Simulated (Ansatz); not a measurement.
# NH₃F (doublet): correlated methods under varied settings at distance N1–H4 along a hydrogen transfer = 1.258 Å

What do other methods and options give for NH₃F (doublet) at this geometry, and how long do they take?

Method: the settings change from run to run; program: Ansatz 0.2.0, Gaussian basis.

7 further runs of the same task are left out: 1 for a mislabelled method, 6 that didn't finish.

### Step 1. The system

The geometry derives from fragments relaxed apart (PBE0/def2-TZVP) and kept rigid, so it is no stationary point. A hydrogen atom is moved between rigid fragments.

5 atoms, charge 0, spin multiplicity 2.

Atoms are counted from 1 here; the program's logs count them from 0.

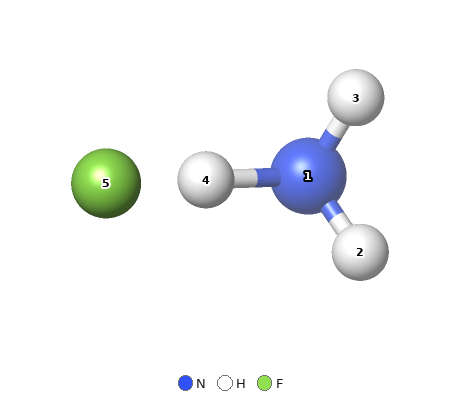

The geometry (nitrogen blue, hydrogen white, fluorine green); atoms are numbered from 1 in the order of the file.

### Step 2. NEVPT4(SD)(7,7)/STO-3G

The input, in.yaml:

```yaml
crystal:
  periodic: [false, false, false]
  atoms:
    - {symbol: N, position_ang: [-1.329452, -0.015822, -0.024626]}
    - {symbol: H, position_ang: [-1.626732, 0.952012, -0.024625]}
    - {symbol: H, position_ang: [-1.626732, -0.418121, 0.855634]}
    - {symbol: H, position_ang: [-0.071452, -0.015821, -0.024626]}
    - {symbol: F, position_ang: [1.156548, -0.015821, -0.024626]}
basis:
  gaussian: {orbitals: STO-3G}
magnetization: {spin_polarized: false, initial_magnetization: 1}
correlation: {method: fic_nevpt4_sd, electrons: all, active_space: {window: {electrons: 7, orbitals: 7}}}
scf: {lower_state_search: off}
```

The run is started by

```bash
$ ansatz run in.yaml --threads 1 --pin off --events-out ev --progress --plain --max-ram 2393MiB
```

Output:

```text
Functional definition: HF
  name "HF"
  cite "Fock, Z. Phys. 61, 126 (1930) doi:10.1007/BF01340294"
  parent pbe
  exchange = exact_x
  correlation = 0
these checks for a lower state are left out or cut short: stability, starts, cluster_reference, orbital_swaps, neighbouring_geometries, increment
167 factors; integrals over basis functions are off by at most 2.8e-5 eV
mean field evaluation 1: about -4169.6611 eV, gradient 2.0e1 eV
mean field evaluation 2: about -4169.7179 eV, gradient 2.0e1 eV
mean field evaluation 4: about -4171.6883 eV, gradient 1.1e1 eV
mean field evaluation 8: about -4172.6817 eV, gradient 2.0e0 eV
mean field evaluation 16: about -4173.4859 eV, gradient 1.5e-1 eV
mean field -4173.48068578 eV, -153.3725863156 hartree, gradient 2.4e-6 eV, S^2 0.750000; 0 other end points of the search recorded, 0 dependent functions left out
reference -4173.48068578 eV, -153.3725863156 hartree; 10, 9 occupied and 3, 4 virtual orbitals, 167 factors
state -4175.82761258 eV, -153.4588342847 hartree
state -4175.82761258 eV, -153.4588342847 hartree; corrected -4176.07345659 eV, -153.4678688856 hartree
Total energy: -4176.07345659 eV, -153.4678688856 hartree
Checks for a lower state left out: stability, starts, cluster_reference, orbital_swaps, neighbouring_geometries, increment
```

It took 1.8 s on 1 thread of Arm Neoverse V1, shared host.

From the report: 625 determinants; active occupations 1.98, 1.98, 1.94, 1.00, 0.06, 0.02, 0.02.

### Step 3. BCCD/cc-pVDZ

Changes to in.yaml since step 2:

```diff
@@ -9,5 +9,6 @@
 basis:
-  gaussian: {orbitals: STO-3G}
-magnetization: {spin_polarized: false, initial_magnetization: 1}
-correlation: {method: fic_nevpt4_sd, electrons: all, active_space: {window: {electrons: 7, orbitals: 7}}}
-scf: {lower_state_search: off}
+  gaussian: {orbitals: cc-pVDZ}
+magnetization: {spin_polarized: true, initial_magnetization: 1}
+hamiltonian: {xc: {name: B3LYP}}
+correlation: {method: bccd, electrons: valence}
+output: {forces: true}
```

Same command.

Output, cut to the lines that bear on the results:

```text
Functional definition: B3LYP
  name "B3LYP"
  cite "Stephens, Devlin, Chabalowski & Frisch, J. Phys. Chem. 98, 11623 (1994) doi:10.1021/j100096a001"
  cite "Becke, Phys. Rev. A 38, 3098 (1988) doi:10.1103/PhysRevA.38.3098"
  cite "Lee, Yang & Parr, Phys. Rev. B 37, 785 (1988) doi:10.1103/PhysRevB.37.785"
  cite "Vosko, Wilk & Nusair, Can. J. Phys. 58, 1200 (1980) doi:10.1139/p80-159"
[...]
394 factors; integrals over basis functions are off by at most 1.2e-3 eV
[...]
mean field -4253.28844801 eV, -156.3054674818 hartree, gradient 9.1e-7 eV, S^2 0.757713; 6 other end points of the search recorded, 0 dependent functions left out
2 core orbitals not correlated: weight in the atoms' cores, before any rotation towards them, 1.000 or more for the frozen orbitals, at most 0.000 for the correlated occupied ones
reference -4231.84952126 eV, -155.5176014557 hartree; 8, 7 occupied and 33, 34 virtual orbitals, 394 factors
second order -10.52492247 eV of doubles, -0.34516282 eV of singles
cycle   1  -10.70261819 eV  change   -2.3e-1 eV  update   6.8e-2
[...]
cycle  20  -11.03953426 eV  change   -2.6e-7 eV  update   4.4e-7
WARN: these amplitudes may be one of several solutions (largest doubles amplitude 0.05, level shift 1.86 eV)
[...]
Total energy: -4242.88905552 eV, -155.9232968570 hartree
Atom 0 at    -1.329452    -0.015822    -0.024626 Å, force     0.839689    -0.144269    -0.224556 eV/Å
Atom 1 at    -1.626732     0.952012    -0.024625 Å, force    -0.511789     0.779819     0.025572 eV/Å
Atom 2 at    -1.626732    -0.418121     0.855634 Å, force    -0.511788    -0.300890     0.719887 eV/Å
Atom 3 at    -0.071452    -0.015821    -0.024626 Å, force     3.544429    -0.557743    -0.868134 eV/Å
Atom 4 at     1.156548    -0.015821    -0.024626 Å, force    -3.360541     0.223082     0.347231 eV/Å
Dipole moment:    -0.972494     0.166030     0.258428 e Å
```

Run time: 9.5 s. Hardware: 1 thread of Arm Neoverse V1, shared host.

From the report: ⟨S²⟩ of the determinant 0.758 (pure doublet: 0.75); correlation -11.0395 eV; largest double amplitude 0.05. The report flags that the cluster equations may have other roots.

### Step 4. BCCD/cc-pVDZ

Changes to in.yaml since step 3:

```diff
@@ -11,4 +11,4 @@
 magnetization: {spin_polarized: true, initial_magnetization: 1}
-hamiltonian: {xc: {name: B3LYP}}
-correlation: {method: bccd, electrons: valence}
-output: {forces: true}
+hamiltonian: {xc: {name: r2SCAN}}
+correlation: {method: bccd, electrons: outside_noble_gas}
+scf: {lower_state_search: light}
```

Same command.

Output, cut to the lines that bear on the results:

```text
Functional definition: r2SCAN
  name "r2SCAN"
  cite "Furness, Kaplan, Ning, Perdew & Sun, J. Phys. Chem. Lett. 11, 8208 (2020) doi:10.1021/acs.jpclett.0c02405"
  cite "Furness, Kaplan, Ning, Perdew & Sun, J. Phys. Chem. Lett. 11, 9248 (2020) doi:10.1021/acs.jpclett.0c03077"
  parent r2scan
[...]
394 factors; integrals over basis functions are off by at most 1.2e-3 eV
[...]
mean field -4251.39523474 eV, -156.2358931776 hartree, gradient 1.0e-6 eV, S^2 0.757430; 8 other end points of the search recorded, 0 dependent functions left out
2 core orbitals not correlated: weight in the atoms' cores, before any rotation towards them, 1.000 or more for the frozen orbitals, at most 0.000 for the correlated occupied ones
reference -4231.83320133 eV, -155.5170017092 hartree; 8, 7 occupied and 33, 34 virtual orbitals, 394 factors
second order -10.54590990 eV of doubles, -0.35118022 eV of singles
cycle   1  -10.71160491 eV  change   -2.7e-1 eV  update   6.8e-2
[...]
cycle  17  -11.05601188 eV  change    2.4e-6 eV  update   7.7e-6
WARN: these amplitudes may be one of several solutions (largest doubles amplitude 0.05, level shift 2.16 eV)
Total energy: -4242.88921321 eV, -155.9233026518 hartree
```

It took 9.5 s on 1 thread of Arm Neoverse V1, shared host.

From the report: ⟨S²⟩ of the determinant 0.757 (pure doublet: 0.75); correlation -11.0560 eV; largest double amplitude 0.05. The report flags that the cluster equations may have other roots.

### Step 5. CCSD on UHF/cc-pVDZ

Changes to in.yaml since step 4:

```diff
@@ -11,4 +11,4 @@
 magnetization: {spin_polarized: true, initial_magnetization: 1}
-hamiltonian: {xc: {name: r2SCAN}}
-correlation: {method: bccd, electrons: outside_noble_gas}
-scf: {lower_state_search: light}
+correlation: {method: ccsd, electrons: valence}
+accuracy: high
+scf: {omitted_lower_state_checks: [cluster_reference]}
```

The command is unchanged.

Output, cut to the lines that bear on the results:

```text
Functional definition: HF
  name "HF"
  cite "Fock, Z. Phys. 61, 126 (1930) doi:10.1007/BF01340294"
  parent pbe
[...]
876 factors; integrals over basis functions are off by at most 3.2e-9 eV
[...]
mean field -4232.48354058 eV, -155.5409012359 hartree, gradient 3.1e-8 eV, S^2 0.762813; 9 other end points of the search recorded, 0 dependent functions left out
2 core orbitals not correlated: weight in the atoms' cores, before any rotation towards them, 1.000 or more for the frozen orbitals, at most 0.000 for the correlated occupied ones
reference -4232.48354058 eV, -155.5409012359 hartree; 8, 7 occupied and 33, 34 virtual orbitals, 876 factors
second order -9.79166241 eV of doubles, -0.00000000 eV of singles
cycle   1  -10.08829771 eV  change   -3.0e-1 eV  update   7.5e-2
[...]
cycle  31  -10.45404839 eV  change   6.6e-10 eV  update  6.2e-10
Total energy: -4242.93758897 eV, -155.9250804283 hartree
Checks for a lower state left out: cluster_reference
```

Run time: 3.6 s. Hardware: 1 thread of Arm Neoverse V1, shared host.

From the report: ⟨S²⟩ of the determinant 0.763 (pure doublet: 0.75); correlation -10.4540 eV; T1 0.042; largest double amplitude 0.04.

### Step 6. BCCD/cc-pVDZ

Changes to in.yaml since step 5:

```diff
@@ -9,6 +9,6 @@
 basis:
-  gaussian: {orbitals: cc-pVDZ}
-magnetization: {spin_polarized: true, initial_magnetization: 1}
-correlation: {method: ccsd, electrons: valence}
-accuracy: high
-scf: {omitted_lower_state_checks: [cluster_reference]}
+  gaussian: {orbitals: cc-pVDZ, point_charges: [{charge: -0.50, position_ang: [5.350, 0.285, 0.259]}]}
+magnetization: {spin_polarized: false, initial_magnetization: 1}
+hamiltonian: {xc: {name: PBE}}
+correlation: {method: bccd, electrons: outside_noble_gas, diis_vectors: 1}
+output: {forces: true}
```

The command is unchanged.

Output, cut to the lines that bear on the results:

```text
Functional definition: PBE
  name "PBE"
  cite "Perdew, Burke & Ernzerhof, Phys. Rev. Lett. 77, 3865 (1996) doi:10.1103/PhysRevLett.77.3865"
  parent pbe
[...]
394 factors; integrals over basis functions are off by at most 1.3e-3 eV
[...]
mean field -4248.66298303 eV, -156.1354847791 hartree, gradient 1.4e-6 eV, S^2 0.750000; 8 other end points of the search recorded, 0 dependent functions left out
[...]
2 core orbitals not correlated: weight in the atoms' cores, before any rotation towards them, 1.000 or more for the frozen orbitals, at most 0.000 for the correlated occupied ones
reference -4231.01837719 eV, -155.4870574745 hartree; 8, 7 occupied and 33, 34 virtual orbitals, 394 factors
second order -10.96978316 eV of doubles, -0.63160127 eV of singles
cycle   1  -11.18406462 eV  change   -9.1e-1 eV  update   6.2e-2
[...]
cycle  54  -11.63577125 eV  change    3.0e-7 eV  update   1.2e-7
WARN: these amplitudes may be one of several solutions (largest doubles amplitude 0.06, level shift 6.21 eV)
[...]
Total energy: -4242.65414844 eV, -155.9146641809 hartree
Atom 0 at    -1.329452    -0.015822    -0.024626 Å, force     0.810896    -0.348223    -0.541270 eV/Å
Atom 1 at    -1.626732     0.952012    -0.024625 Å, force    -0.350398     0.802621     0.137062 eV/Å
Atom 2 at    -1.626732    -0.418121     0.855634 Å, force    -0.351119    -0.208331     0.787014 eV/Å
Atom 3 at    -0.071452    -0.015821    -0.024626 Å, force     3.072379    -0.465883    -0.726285 eV/Å
Atom 4 at     1.156548    -0.015821    -0.024626 Å, force    -3.257722     0.209974     0.332281 eV/Å
Dipole moment:    -0.811621     0.168415     0.261543 e Å
```

Run time: 17 s. Hardware: 1 thread of Arm Neoverse V1, shared host.

From the report: correlation -11.6358 eV; largest double amplitude 0.06. The report flags that the cluster equations may have other roots.

### Step 7. MP2 on ROHF/cc-pVDZ

Changes to in.yaml since step 6:

```diff
@@ -9,6 +9,6 @@
 basis:
-  gaussian: {orbitals: cc-pVDZ, point_charges: [{charge: -0.50, position_ang: [5.350, 0.285, 0.259]}]}
+  gaussian: {orbitals: cc-pVDZ}
 magnetization: {spin_polarized: false, initial_magnetization: 1}
-hamiltonian: {xc: {name: PBE}}
-correlation: {method: bccd, electrons: outside_noble_gas, diis_vectors: 1}
-output: {forces: true}
+hamiltonian: {pseudopotentials: {relativity: none}}
+correlation: {method: mp2, electrons: outside_noble_gas}
+scf: {lower_state_search: off}
```

The command is unchanged.

Output, cut to the lines that bear on the results:

```text
Functional definition: HF
  name "HF"
  cite "Fock, Z. Phys. 61, 126 (1930) doi:10.1007/BF01340294"
  parent pbe
[...]
394 factors; integrals over basis functions are off by at most 1.2e-3 eV
[...]
mean field -4232.35568490 eV, -155.5362026265 hartree, gradient 7.9e-6 eV, S^2 0.750000; 0 other end points of the search recorded, 0 dependent functions left out
2 core orbitals not correlated: weight in the atoms' cores, before any rotation towards them, 1.000 or more for the frozen orbitals, at most 0.000 for the correlated occupied ones
reference -4232.35568490 eV, -155.5362026265 hartree; 8, 7 occupied and 33, 34 virtual orbitals, 394 factors
second order -9.80723305 eV of doubles, -0.07484705 eV of singles
Total energy: -4242.23776501 eV, -155.8993623719 hartree
Checks for a lower state left out: stability, starts, cluster_reference, orbital_swaps, neighbouring_geometries, increment
```

Wall time 0.18 s (1 thread of Arm Neoverse V1, shared host).

### Step 8. HF/cc-pVDZ

Changes to in.yaml since step 7:

```diff
@@ -10,5 +10,5 @@
   gaussian: {orbitals: cc-pVDZ}
-magnetization: {spin_polarized: false, initial_magnetization: 1}
-hamiltonian: {pseudopotentials: {relativity: none}}
-correlation: {method: mp2, electrons: outside_noble_gas}
-scf: {lower_state_search: off}
+magnetization: {spin_polarized: true, initial_magnetization: 1}
+hamiltonian: {xc: hf}
+scf: {lower_state_search: full}
+output: {orbitals: {seedname: orbitals}}
```

Same command.

Output, cut to the lines that bear on the results:

```text
Functional definition: HF
  name "HF"
  cite "Fock, Z. Phys. 61, 126 (1930) doi:10.1007/BF01340294"
  parent pbe
[...]
394 factors; integrals over basis functions are off by at most 1.2e-3 eV
[...]
mean field -4232.48351484 eV, -155.5409002900 hartree, gradient 3.3e-5 eV, S^2 0.762813; 3 other end points of the search recorded, 0 dependent functions left out
reference -4232.48351484 eV, -155.5409002900 hartree; 10, 9 occupied and 33, 34 virtual orbitals, 394 factors
Total energy: -4232.48351484 eV, -155.5409002900 hartree
```

Wall time 0.76 s (1 thread of Arm Neoverse V1, shared host).

From the report: ⟨S²⟩ of the determinant 0.763 (pure doublet: 0.75).

### Step 9. BCCD(T) on UHF/cc-pVDZ

Changes to in.yaml since step 8:

```diff
@@ -11,4 +11,3 @@
 magnetization: {spin_polarized: true, initial_magnetization: 1}
-hamiltonian: {xc: hf}
-scf: {lower_state_search: full}
-output: {orbitals: {seedname: orbitals}}
+correlation: {method: bccd_t, electrons: all}
+output: {forces: true}
```

Launched as before.

Output, cut to the lines that bear on the results:

```text
Functional definition: HF
  name "HF"
  cite "Fock, Z. Phys. 61, 126 (1930) doi:10.1007/BF01340294"
  parent pbe
[...]
394 factors; integrals over basis functions are off by at most 1.2e-3 eV
[...]
mean field -4232.48351484 eV, -155.5409002900 hartree, gradient 1.9e-6 eV, S^2 0.762813; 10 other end points of the search recorded, 0 dependent functions left out
determinant -4232.48351484 eV, -155.5409002900 hartree, with singles and doubles -4243.02085251 eV, -155.9281403070 hartree
determinant -4230.86656581 eV, -155.4814785093 hartree, with singles and doubles -4240.92834623 eV, -155.8512421194 hartree
determinant -4230.83954792 eV, -155.4804856198 hartree, with singles and doubles -4240.87268547 eV, -155.8491966244 hartree
reference -4232.48351484 eV, -155.5409002900 hartree; 10, 9 occupied and 33, 34 virtual orbitals, 394 factors
second order -9.91322128 eV of doubles, -0.00000000 eV of singles
cycle   1  -10.52796148 eV  change    9.4e-3 eV  update   1.9e-2
[...]
cycle  19  -10.53932585 eV  change   -2.0e-7 eV  update   6.3e-7
perturbative correction -0.22019364 eV, -0.0080919670 hartree
[...]
Total energy: -4243.24303433 eV, -155.9363053382 hartree
Atom 0 at    -1.329452    -0.015822    -0.024626 Å, force     0.943273    -0.194533    -0.302793 eV/Å
Atom 1 at    -1.626732     0.952012    -0.024625 Å, force    -0.499327     0.810293     0.046239 eV/Å
Atom 2 at    -1.626732    -0.418121     0.855634 Å, force    -0.499327    -0.294760     0.756195 eV/Å
Atom 3 at    -0.071452    -0.015821    -0.024626 Å, force     3.219309    -0.544689    -0.847816 eV/Å
Atom 4 at     1.156548    -0.015821    -0.024626 Å, force    -3.163928     0.223689     0.348175 eV/Å
Dipole moment:    -0.935841     0.164700     0.256357 e Å
```

It took 16 s on 1 thread of Arm Neoverse V1, shared host.

From the report: ⟨S²⟩ of the determinant 0.763 (pure doublet: 0.75); correlation -10.7595 eV; largest double amplitude 0.05.

### Step 10. All runs side by side

Where basis and cores are those of an earlier UCCSDT(Q)/cc-pVDZ run (-4243.1756 eV), and the state is the same kind, the miss against it is given. † marks a result that the program doubts.

| level | correlated | functions | energy (eV) | from UCCSDT(Q) (meV) | time |
| --- | --- | --- | --- | --- | --- |
| NEVPT4(SD)(7,7)/STO-3G | all | 13 | -4176.0735 |  | 1.8 s |
| BCCD/cc-pVDZ (on B3LYP orbitals) † | valence | 43 | -4242.8891 | 286.5 | 9.5 s |
| BCCD/cc-pVDZ (on r2SCAN orbitals) † | outside noble gas | 43 | -4242.8892 | 286.4 | 9.5 s |
| CCSD on UHF/cc-pVDZ | valence | 43 | -4242.9376 | 238.0 | 3.6 s |
| BCCD/cc-pVDZ (beside a point charge, on PBE orbitals) † | outside noble gas | 43 | -4242.6541 |  | 17 s |
| MP2 on ROHF/cc-pVDZ | outside noble gas | 43 | -4242.2378 |  | 0.18 s |
| HF/cc-pVDZ |  | 43 | -4232.4835 | 10692.1 | 0.76 s |
| BCCD(T) on UHF/cc-pVDZ | all | 43 | -4243.2430 |  | 16 s |

### Step 11. What came out

```
quantity                                                          value
    runs                                                              8
quickest                                    MP2 on ROHF/cc-pVDZ, 0.18 s
 slowest  BCCD/cc-pVDZ (beside a point charge, on PBE orbitals) †, 17 s
```

In words: Total energies in different bases, with other cores or another treatment of relativity can't be set against each other. BCCD/cc-pVDZ (beside a point charge, on PBE orbitals) † took 92 times as long as MP2 on ROHF/cc-pVDZ; the jobs differ in more than the method. Among the correlated runs with a miss given, it spans +238 to +287 meV. Hartree-Fock, CASSCF and CASCI lack dynamic correlation by design. Cores frozen from Kohn-Sham orbitals shift the total energy.
